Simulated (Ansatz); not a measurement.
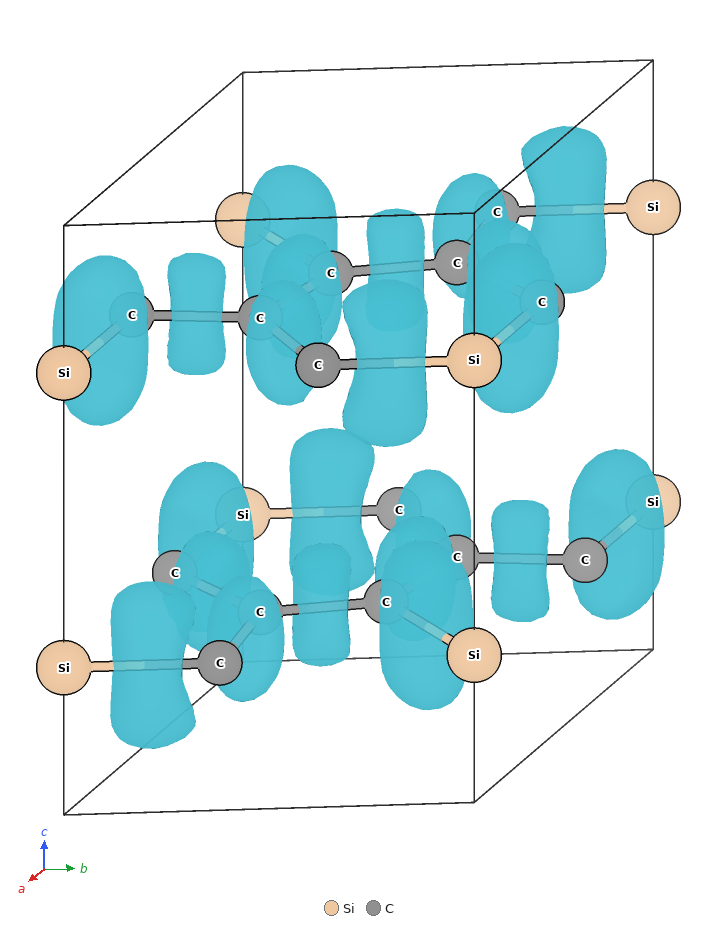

*SiC5. Isosurface of the ELF at 0.75 (cyan), seen at an oblique angle. Core shells and regions of very low density are left out. Sticks mark near contacts.*

Space group P6₃/mcm; a generated structure, not necessarily the stable one; changed on purpose from its base cell (volume × 0.97, shape and atoms relaxed).

These are results of DFT PBE, scalar-relativistic, plane waves, PAW in Ansatz, not measurements.

Core electrons are frozen (PAW), and the valence fields are smoothed inside the atomic spheres.

Where are the electrons localised?

At this value the surface marks out twelve regions between bonded C–C atoms and six regions between bonded C–Si atoms, counted in one cell of 12 atoms. Regions shared between cells count once. Profiles from the grid: C–C (1.45 Å): the ELF peaks at about 0.90 between the atoms. Si–C (1.77 Å): the ELF peaks at about 0.95 between the atoms.
